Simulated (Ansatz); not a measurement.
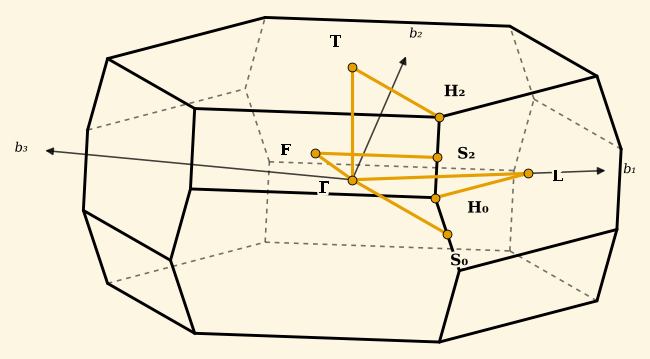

For Y2AsN, the end point of a relaxation with DFT, PBE, plane waves, PAW (Ansatz); the starting structure was generated, so it need not be a known form of this composition: the figure shows the first Brillouin zone with its special points and a band path. The drawing is computed from the coordinates (standard cell, symmetry found to 0.002 Å).

Labels and path follow the convention of Hinuma et al. (2017), as computed by seekpath; the arrows show the directions of the reciprocal primitive vectors b₁, b₂, b₃.

> Name the Bravais lattice of the crystal.

A rhombohedral lattice (hR; extended symbol hR1). The zone is a truncated octahedron in its combinatorial type: 14 faces (6 with 4 edges, 8 with 6 edges), 36 edges, 24 vertices.

> In which order does the conventional band path visit the special points?

Γ–T–H₂ | H₀–L–Γ–S₀ | S₂–F–Γ
